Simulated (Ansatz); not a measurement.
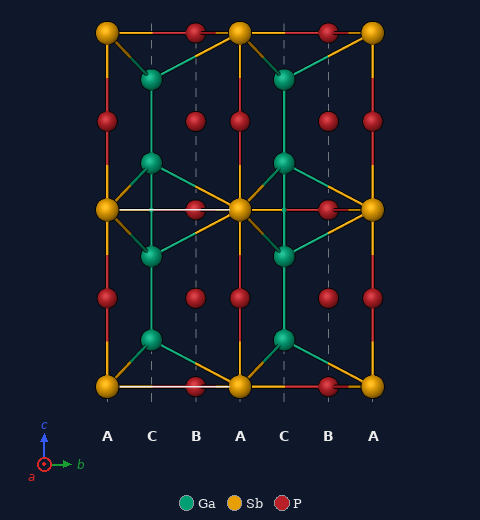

The picture looks along a close-packed row of the hexagonal mesh; c points upwards. The dashed lines mark the three columns A (0, 0), B (1/3, 2/3) and C (2/3, 1/3). The sequence starts with the first layer at or above the cell's origin.

The compound is Ga2SbP3 (space group P-6m2, No. 187), taken as coordinates from a relaxation with Ansatz 0.2.0, DFT, r2SCAN+rVV10, plane waves, PAW.

Give the sequence of layers in one repeat, with element and column.

Answer. Sb(A)+P(B) – Ga(C) – P(A)+P(B) – Ga(C) (four layers in 5.53 Å).
